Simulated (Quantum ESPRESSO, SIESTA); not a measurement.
# In-plane stress of rocksalt TaN under biaxial strain, QE, PBEsol

Calculated with Quantum ESPRESSO 7.5: PBEsol; plane waves, GBRV 1.5 ultrasoft, 50/300 Ry; k-mesh 7×7×7. The first two cell vectors are strained alike from typed lattice constants; the third vector's length and the atoms are relaxed. The typed cell isn't stress-free: at zero strain the reference's in-plane stress is -8.9 GPa, compression positive.

| in-plane strain (%) | in-plane stress (GPa, compression positive) |
| --- | --- |
| -4 | 32.67 |
| -3 | 20.62 |
| -2 | 9.61 |
| -1 | ? |
| 0 | -8.897 |
| +1 | -16.32 |
| +2 | -22.47 |
| +3 | -27.3 |
| +4 | -30.97 |

**Question.** Fit a second-order form in the logarithmic strain to the rows given and interpolate to the withheld row.

Worked fit:

With u = ln[(1 + ε)/(1 + ε0)], counted from the row at ε0 = +0 % where y0 = -8.897, a second-order form y = y0 + a u + b u² makes v = (y − y0)/u a line in u.

| u | v |
| --- | --- |
| -0.0408220 | -1018.25 |
| -0.0304592 | -969.067 |
| -0.0202027 | -916.065 |
| 0.00995033 | -746.005 |
| 0.0198026 | -685.414 |
| 0.0295588 | -622.590 |
| 0.0392207 | -562.789 |

With n = 7: mean u = 0.00100694, mean v = -788.597, Σ(u − ū)² = 0.0058984, Σ(u − ū)(v − v̄) = 33.677. Slope b = 33.677 / 0.0058984 = 5709.6; intercept a = v̄ − b ū = -794.35.

At the withheld row u = -0.01005, v = a + b u = -851.7, and y = y0 + u v.

Prediction at -1: -0.3368 GPa. The run gave -0.256 GPa, so the fit is low by 0.081 GPa (0.13 % of the range of the table).

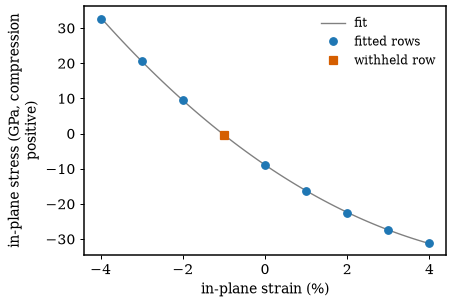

The fit, the rows that it rests on and the withheld row.

The first-order term gives a biaxial modulus of 794 GPa at ε0. The second-order term makes up 6.7 % of v at the withheld row. Among the rows given, the largest miss of the fit is at -4, by 0.37 GPa (0.59 % of the range of the table).

Limits: The nuclei are static. The DFT runs use Fermi–Dirac occupations of width 0.1 eV, and energies are free energies. Rocksalt TaN is a high-temperature or thin-film form, not the ground state.

[Hosts, paths, dates, database ids (printed as entryN), source tags and the programs' standing remarks are cut or masked in the printed files.]
